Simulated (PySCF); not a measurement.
# CH₃Cl₅Si₂: NMR shifts at several levels of theory, part 2 of 2

PySCF 2.14.0. Atoms count from 0.

## Step 5: Nuclear shieldings: PBE0/cc-pVDZ

What the job is given:

```
{"job": {"kind": "nmr", "xc": "PBE0", "basis": "cc-pVDZ", "pop": true}, "charge": 0, "multiplicity": 1}
C     -2.019598    -0.212263     0.130862
Si    -0.749911     1.131670    -0.004854
Cl    -1.044225     2.213159    -1.735765
Cl    -0.859904     2.407181     1.613099
Si     1.409580     0.272617    -0.094829
Cl     1.831932    -0.678914     1.678274
Cl     1.463502    -1.129064    -1.600701
Cl     2.827461     1.704864    -0.458324
H     -1.850813    -0.798818     1.046654
H     -3.030532     0.220848     0.163667
H     -1.943120    -0.880136    -0.740607
```

With the program's defaults for keys left out, this is: GIAO PBE0/cc-pVDZ NMR shielding, non-relativistic, gas phase.

The program printed:

```text
coarse grid: 14320 points
cycle   1  E = -2919.0062865052  dE =  9.209e-01  |g| = 5.748e-01  |ddm| = 5.808e+00
cycle   2  E = -2918.9057165174  dE =  1.006e-01  |g| = 8.292e-01  |ddm| = 3.426e+00
cycle   3  E = -2919.1037680194  dE = -1.981e-01  |g| = 7.675e-02  |ddm| = 1.980e+00
cycle   4  E = -2919.1053238170  dE = -1.556e-03  |g| = 2.064e-02  |ddm| = 1.897e-01
cycle   5  E = -2919.1054288253  dE = -1.050e-04  |g| = 7.869e-03  |ddm| = 5.043e-02
cycle   6  E = -2919.1054463006  dE = -1.748e-05  |g| = 7.740e-04  |ddm| = 1.690e-02
cycle   7  E = -2919.1054464412  dE = -1.406e-07  |g| = 4.027e-04  |ddm| = 2.687e-03
final grid: 109912 points
cycle   8  E = -2919.1558943282  dE = -1.018e-05  |g| = 4.730e-03  |ddm| = 3.728e-02
cycle   9  E = -2919.1558930364  dE =  1.292e-06  |g| = 5.245e-03  |ddm| = 1.856e-02
cycle  10  E = -2919.1559002389  dE = -7.203e-06  |g| = 3.999e-04  |ddm| = 9.659e-03
cycle  11  E = -2919.1559002856  dE = -4.666e-08  |g| = 7.227e-05  |ddm| = 1.131e-03
cycle  12  E = -2919.1559002870  dE = -1.388e-09  |g| = 2.483e-05  |ddm| = 2.230e-04
cycle  13  E = -2919.1559002872  dE = -1.742e-10  |g| = 5.779e-06  |ddm| = 7.186e-05
converged SCF energy = -2919.1559002872

GIAO shielding tensors (ppm)
atom      isotropic    diamagn.    paramagn.     s11        s22        s33       span
  0 C      190.151     247.002     -56.851    180.466    188.756    201.232     20.766
  1 Si     377.931     882.524    -504.593    345.692    380.530    407.570     61.878
  2 Cl     906.001    1148.078    -242.078    794.620    926.256    997.126    202.506
  3 Cl     906.888    1148.015    -241.127    794.647    928.423    997.593    202.946
  4 Si     378.820     881.236    -502.417    365.571    378.576    392.312     26.740
  5 Cl     833.889    1148.777    -314.888    715.379    820.855    965.434    250.054
  6 Cl     832.681    1149.068    -316.387    714.167    818.585    965.290    251.124
  7 Cl     843.368    1147.031    -303.663    728.593    825.623    975.887    247.294
  8 H       30.580      30.075       0.506     26.321     28.960     36.459     10.138
  9 H       30.354      26.855       3.499     26.383     27.626     37.052     10.669
 10 H       30.518      30.108       0.410     26.101     29.185     36.268     10.167
```

It took 24 s on 1 thread, shared host.

Key values: δ C0 6.6, Si1 40.7, Si4 39.8, Cl5 124, H8 0.81 ppm (means over like atoms).

## Step 6: Shielding tensors: PBE0/cc-pVTZ

The job, as its differences from that of step 5:

```diff
@@ -1,2 +1,2 @@
-{"job": {"kind": "nmr", "xc": "PBE0", "basis": "cc-pVDZ", "pop": true}, "charge": 0, "multiplicity": 1}
+{"job": {"kind": "nmr", "xc": "PBE0", "basis": "cc-pVTZ", "pop": true}, "charge": 0, "multiplicity": 1}
 C     -2.019598    -0.212263     0.130862
```

With the program's defaults for keys left out, this is: GIAO PBE0/cc-pVTZ NMR shielding, non-relativistic, gas phase.

The program printed:

```text
coarse grid: 14320 points
cycle   1  E = -2919.1530699265  dE =  8.479e-01  |g| = 5.690e-01  |ddm| = 5.754e+00
cycle   2  E = -2919.0650212245  dE =  8.805e-02  |g| = 8.165e-01  |ddm| = 2.256e+00
cycle   3  E = -2919.2357808134  dE = -1.708e-01  |g| = 9.918e-02  |ddm| = 1.296e+00
cycle   4  E = -2919.2382330699  dE = -2.452e-03  |g| = 2.960e-02  |ddm| = 1.918e-01
cycle   5  E = -2919.2384528603  dE = -2.198e-04  |g| = 8.607e-03  |ddm| = 5.391e-02
cycle   6  E = -2919.2384713000  dE = -1.844e-05  |g| = 1.559e-03  |ddm| = 1.586e-02
cycle   7  E = -2919.2384718220  dE = -5.220e-07  |g| = 5.616e-04  |ddm| = 2.904e-03
final grid: 109912 points
cycle   8  E = -2919.2886912875  dE = -4.418e-05  |g| = 5.354e-03  |ddm| = 7.536e-02
cycle   9  E = -2919.2886898590  dE =  1.429e-06  |g| = 5.852e-03  |ddm| = 1.852e-02
cycle  10  E = -2919.2886979077  dE = -8.049e-06  |g| = 6.308e-04  |ddm| = 9.674e-03
cycle  11  E = -2919.2886980116  dE = -1.039e-07  |g| = 1.729e-04  |ddm| = 1.248e-03
cycle  12  E = -2919.2886980184  dE = -6.756e-09  |g| = 7.762e-05  |ddm| = 3.160e-04
cycle  13  E = -2919.2886980199  dE = -1.475e-09  |g| = 1.298e-05  |ddm| = 1.257e-04
cycle  14  E = -2919.2886980199  dE = -3.411e-11  |g| = 3.872e-06  |ddm| = 2.629e-05
converged SCF energy = -2919.2886980199

GIAO shielding tensors (ppm)
atom      isotropic    diamagn.    paramagn.     s11        s22        s33       span
  0 C      180.761     245.712     -64.951    170.985    179.208    192.090     21.105
  1 Si     337.797     885.561    -547.764    297.060    341.356    374.975     77.915
  2 Cl     882.508    1147.521    -265.014    762.947    898.237    986.339    223.393
  3 Cl     883.267    1147.482    -264.215    762.911    899.423    987.467    224.556
  4 Si     344.946     882.803    -537.857    328.574    345.639    360.624     32.049
  5 Cl     814.714    1147.851    -333.138    686.255    797.744    960.142    273.887
  6 Cl     813.726    1148.103    -334.378    685.122    796.438    959.617    274.496
  7 Cl     822.839    1146.333    -323.494    698.415    799.998    970.103    271.688
  8 H       30.445      30.012       0.433     26.282     28.779     36.274      9.992
  9 H       30.296      27.651       2.645     26.387     27.833     36.669     10.282
 10 H       30.380      30.034       0.346     26.065     29.007     36.067     10.002
```

It took 74 s on 1 thread, shared host.

In short: δ C0 6.5, Si1 22.2, Si4 15.1, Cl5 135, H8 0.92 ppm (means over like atoms).

## Step 7: Shielding tensors: PBE0/aug-cc-pVDZ

The job, as its differences from that of step 6:

```diff
@@ -1,2 +1,2 @@
-{"job": {"kind": "nmr", "xc": "PBE0", "basis": "cc-pVTZ", "pop": true}, "charge": 0, "multiplicity": 1}
+{"job": {"kind": "nmr", "xc": "PBE0", "basis": "aug-cc-pVDZ", "pop": true}, "charge": 0, "multiplicity": 1}
 C     -2.019598    -0.212263     0.130862
```

Method: GIAO PBE0/aug-cc-pVDZ NMR shielding, non-relativistic, gas phase.

The program printed:

```text
coarse grid: 14320 points
cycle   1  E = -2919.0370610991  dE =  9.116e-01  |g| = 5.489e-01  |ddm| = 6.299e+00
cycle   2  E = -2918.9463134864  dE =  9.075e-02  |g| = 7.897e-01  |ddm| = 3.121e+00
cycle   3  E = -2919.1234336977  dE = -1.771e-01  |g| = 8.553e-02  |ddm| = 1.751e+00
cycle   4  E = -2919.1254648690  dE = -2.031e-03  |g| = 2.134e-02  |ddm| = 1.844e-01
cycle   5  E = -2919.1255798922  dE = -1.150e-04  |g| = 7.845e-03  |ddm| = 5.420e-02
cycle   6  E = -2919.1255971776  dE = -1.729e-05  |g| = 9.919e-04  |ddm| = 1.708e-02
cycle   7  E = -2919.1255974187  dE = -2.410e-07  |g| = 4.575e-04  |ddm| = 2.927e-03
final grid: 109912 points
cycle   8  E = -2919.1760115110  dE = -1.334e-05  |g| = 4.655e-03  |ddm| = 8.519e-02
cycle   9  E = -2919.1760101772  dE =  1.334e-06  |g| = 5.204e-03  |ddm| = 1.896e-02
cycle  10  E = -2919.1760172256  dE = -7.048e-06  |g| = 3.971e-04  |ddm| = 9.877e-03
cycle  11  E = -2919.1760172716  dE = -4.594e-08  |g| = 8.588e-05  |ddm| = 1.095e-03
cycle  12  E = -2919.1760172736  dE = -2.008e-09  |g| = 2.875e-05  |ddm| = 2.442e-04
cycle  13  E = -2919.1760172738  dE = -2.328e-10  |g| = 7.442e-06  |ddm| = 8.028e-05
converged SCF energy = -2919.1760172738

GIAO shielding tensors (ppm)
atom      isotropic    diamagn.    paramagn.     s11        s22        s33       span
  0 C      189.247     188.825       0.422    179.872    187.605    200.264     20.392
  1 Si     388.426     871.432    -483.006    355.040    388.613    421.625     66.584
  2 Cl     897.463    1144.363    -246.900    786.927    912.426    993.034    206.107
  3 Cl     898.092    1144.391    -246.299    785.831    914.318    994.128    208.297
  4 Si     395.675     875.813    -480.139    384.689    394.380    407.954     23.265
  5 Cl     826.905    1145.610    -318.705    704.841    814.185    961.690    256.849
  6 Cl     824.548    1145.722    -321.174    701.979    813.268    958.397    256.418
  7 Cl     837.793    1144.042    -306.249    719.228    822.739    971.411    252.184
  8 H       30.503      23.726       6.777     26.311     28.809     36.390     10.079
  9 H       30.311      30.104       0.207     26.307     27.839     36.787     10.480
 10 H       30.438      23.438       7.000     26.103     29.032     36.179     10.076
```

It took 46 s on 1 thread, shared host.

In short: δ C0 5.9, Si1 28.3, Si4 21.0, Cl5 138, H8 0.98 ppm (means over like atoms).

## Step 8: Shielding tensors: PBE0/pcSseg-0

The job, as its differences from that of step 7:

```diff
@@ -1,2 +1,2 @@
-{"job": {"kind": "nmr", "xc": "PBE0", "basis": "aug-cc-pVDZ", "pop": true}, "charge": 0, "multiplicity": 1}
+{"job": {"kind": "nmr", "xc": "PBE0", "basis": "pcSseg-0", "pop": true}, "charge": 0, "multiplicity": 1}
 C     -2.019598    -0.212263     0.130862
```

Level: GIAO PBE0/pcSseg-0 NMR shielding, non-relativistic, gas phase.

The program printed:

```text
coarse grid: 14320 points
cycle   1  E = -2915.2136945940  dE =  7.484e-01  |g| = 6.555e-01  |ddm| = 3.825e+00
cycle   2  E = -2915.1133789059  dE =  1.003e-01  |g| = 9.157e-01  |ddm| = 3.190e+00
cycle   3  E = -2915.3733387434  dE = -2.600e-01  |g| = 3.643e-02  |ddm| = 1.792e+00
cycle   4  E = -2915.3735010180  dE = -1.623e-04  |g| = 2.677e-02  |ddm| = 7.860e-02
cycle   5  E = -2915.3736986945  dE = -1.977e-04  |g| = 1.606e-03  |ddm| = 4.224e-02
cycle   6  E = -2915.3736994220  dE = -7.275e-07  |g| = 5.734e-04  |ddm| = 3.990e-03
final grid: 109912 points
cycle   7  E = -2915.6786053869  dE = -1.262e-05  |g| = 3.319e-03  |ddm| = 1.461e-02
cycle   8  E = -2915.6786041959  dE =  1.191e-06  |g| = 3.945e-03  |ddm| = 9.871e-03
cycle   9  E = -2915.6786083619  dE = -4.166e-06  |g| = 2.189e-04  |ddm| = 5.422e-03
cycle  10  E = -2915.6786083734  dE = -1.157e-08  |g| = 5.372e-05  |ddm| = 4.731e-04
cycle  11  E = -2915.6786083741  dE = -6.735e-10  |g| = 2.551e-05  |ddm| = 1.416e-04
converged SCF energy = -2915.6786083741

GIAO shielding tensors (ppm)
atom      isotropic    diamagn.    paramagn.     s11        s22        s33       span
  0 C      185.183     260.395     -75.213    173.406    182.447    199.694     26.288
  1 Si     275.350     875.123    -599.773    208.187    294.804    323.059    114.871
  2 Cl     911.579    1145.789    -234.210    812.215    923.420    999.103    186.888
  3 Cl     912.035    1145.719    -233.684    812.374    926.377    997.355    184.981
  4 Si     262.015     874.767    -612.752    209.228    279.221    297.596     88.368
  5 Cl     819.880    1146.137    -326.257    705.080    847.899    906.662    201.582
  6 Cl     820.949    1146.295    -325.346    706.013    848.211    908.624    202.611
  7 Cl     828.687    1145.223    -316.536    716.367    854.289    915.405    199.038
  8 H       31.746      30.015       1.731     26.964     30.119     38.156     11.192
  9 H       31.596      29.566       2.030     27.041     28.839     38.910     11.869
 10 H       31.673      29.987       1.686     26.760     30.354     37.906     11.146
```

Wall time 12 s (1 thread, shared host).

This run: δ C0 8.3, Si4 86.5, Si1 73.2, Cl5 129, H8 1.16 ppm (means over like atoms).

## Step 9: Comparing the runs: NMR shifts

Shifts (ppm), means over like atoms, with basis size and wall time:

```csv
run,C0,H8,Si4,Si1,Cl5,Cl2,functions,time
PBE0/def2-SVP,6.1,0.79,43.4,42.5,127,57,155,21 s
PBE0/def2-TZVP,6.4,0.87,16.0,23.7,138,69,308,68 s
PBE0/cc-pVDZ,6.6,0.81,39.8,40.7,124,54,155,24 s
PBE0/cc-pVTZ,6.5,0.92,15.1,22.2,135,70,310,74 s
PBE0/aug-cc-pVDZ,5.9,0.98,21.0,28.3,138,70,239,46 s
PBE0/pcSseg-0,8.3,1.16,86.5,73.2,129,41,106,12 s
measured,–,–,-0.2,14.0,–,–,–,–
```

Measured: solution; U. Herzog, Habilitationsschrift, TU Bergakademie Freiberg, 2002/2003.

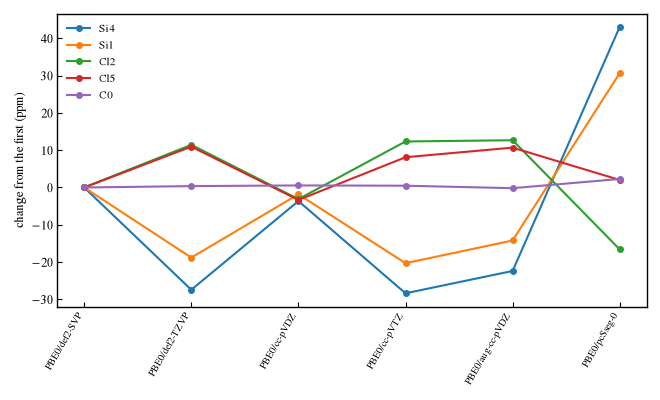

How five of the tabulated atoms move from run to run.

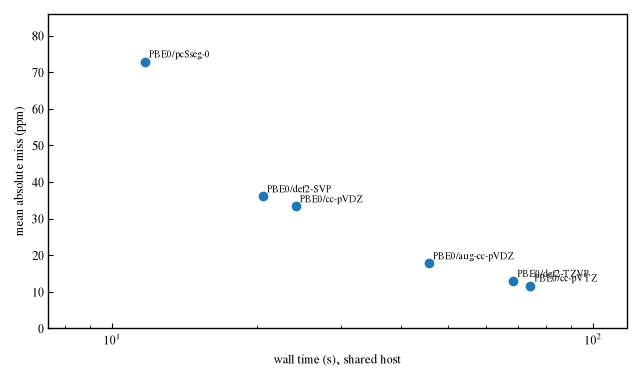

Cost against miss for the 2 measured ²⁹Si shifts.

## Step 10: Results

The summary covers parts 1 to 2.

| quantity | value |
| --- | --- |
| point group | C1 |
| rotational constants (main isotopes) | 0.73, 0.49, 0.45 GHz |
| ¹³C shifts against TMS (PBE0/def2-SVP) | 6.1 ppm |
| ¹H shifts against TMS (PBE0/def2-SVP, means over atoms taken as alike) | 0.79 ppm |
| ²⁹Si shifts against TMS (PBE0/def2-SVP) | 43.4, 42.5 ppm |
| ³⁵Cl shifts against HCl (PBE0/def2-SVP, means over atoms taken as alike) | 127, 57 ppm |
| measured, and computed on the same scale | Si4 δ -0.2, 43.4; Si1 δ 14.0, 42.5 ppm |
| range of the shift of Si4 | 15.1 to 86.5 ppm |

In words: Single values in the summary come from the first run of each kind that ended normally (PBE0/def2-SVP), which need not be the best level. The optimisation took 4 steps and gained 0.128 eV; among the close pairs (by a distance rule), C0–Si1 changed most, from 1.904 to 1.854 Å. No frequency check was run at this level, so the end point may be a saddle. At PBE0/def2-SVP: The widest tensor belongs to Cl5, Cl6, Cl7: span 245 ppm, with a paramagnetic part of -306 ppm. 2 measured ²⁹Si shifts can be compared: mean absolute error 36.1 ppm, mean signed error +36.1 ppm. Vibration, temperature and solvent are missing from the calculation, and it holds one conformer, so part of the miss against the measured shifts is not the functional's. In ppm, Si4 moves most: its shift spreads over 71.5 ppm, from 15.1 (PBE0/cc-pVTZ) to 86.5 (PBE0/pcSseg-0). For the 2 measured ²⁹Si shifts, PBE0/cc-pVTZ misses least (11.7 ppm, 74 s) and PBE0/pcSseg-0 most (72.9 ppm, 12 s). One molecule ranks no method: errors cancel, and vibration and temperature are missing from all runs.
